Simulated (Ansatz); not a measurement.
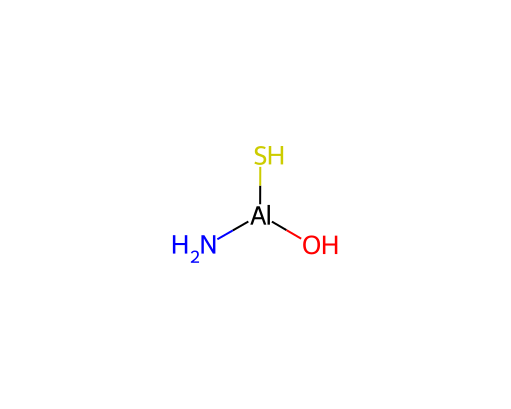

The drawing above gives the connectivity. The computed structure is the end point of a PBE0-D4/def2-TZVP optimisation. No frequency run is at hand to confirm it as a minimum.

What does the molecule look like in three dimensions?

It has 8 atoms: 1 aluminium, 4 hydrogen, 1 nitrogen, 1 oxygen and 1 sulfur (AlH₄NOS). Its SMILES string is `[NH2][Al]([OH])[SH]`. This geometry has Cs symmetry. All atoms lie on one plane. Coordination: 1 N trigonal planar; 1 Al trigonal planar; 1 O bent; 1 S bent.

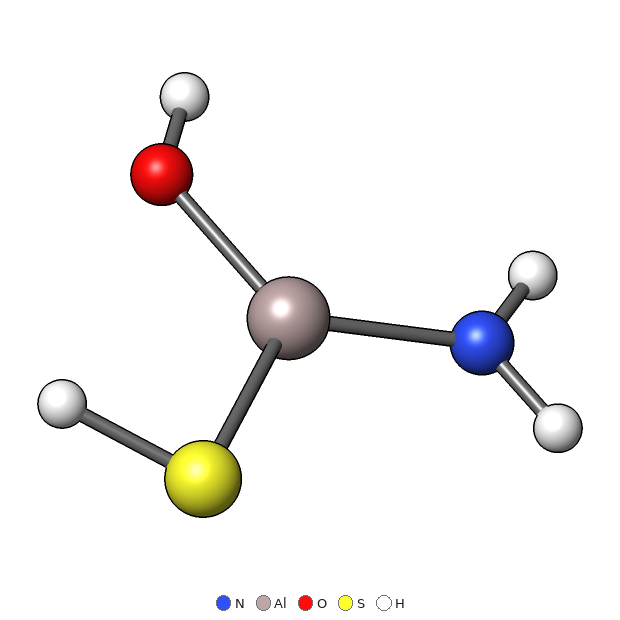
